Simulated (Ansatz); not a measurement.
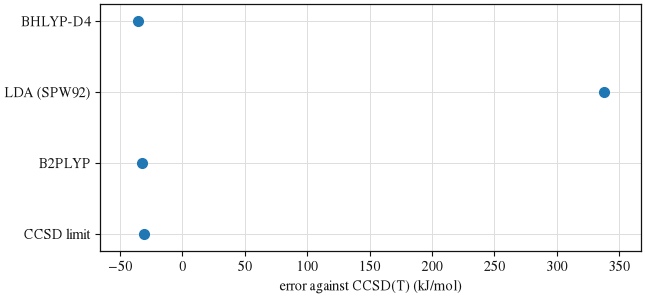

Error in the electronic atomisation energy (method less reference, so positive means overbinding) of SiPNH₆, SMILES [SiH3]NP: functionals in def2-TZVPP against frozen-core CCSD(T) at the limit (MP2 extrapolated from triple and quadruple zeta, plus CCSD(T) less MP2 in a smaller set), which gives 2689.8 kJ/mol, at a PBE0-D4/def2-TZVP geometry (a minimum by its frequencies), no zero-point or spin-orbit term, the Ansatz code. The reference leaves out core correlation, a term that grows with the number of heavy atoms. B2PLYP holds a correlation term that converges slowly with the basis, so part of the distance to the limit is basis error. No dispersion term is added to B2PLYP. Limit means the basis limit.

Q: What range do the values span?

A: From −35.9 kJ/mol (BHLYP-D4) to 337.5 kJ/mol (LDA (SPW92)).

Q: Give the values.

A:
```tsv
level	kJ/mol
BHLYP-D4	−35.9
LDA (SPW92)	337.5
B2PLYP	−32.1
CCSD limit	−30.7
```
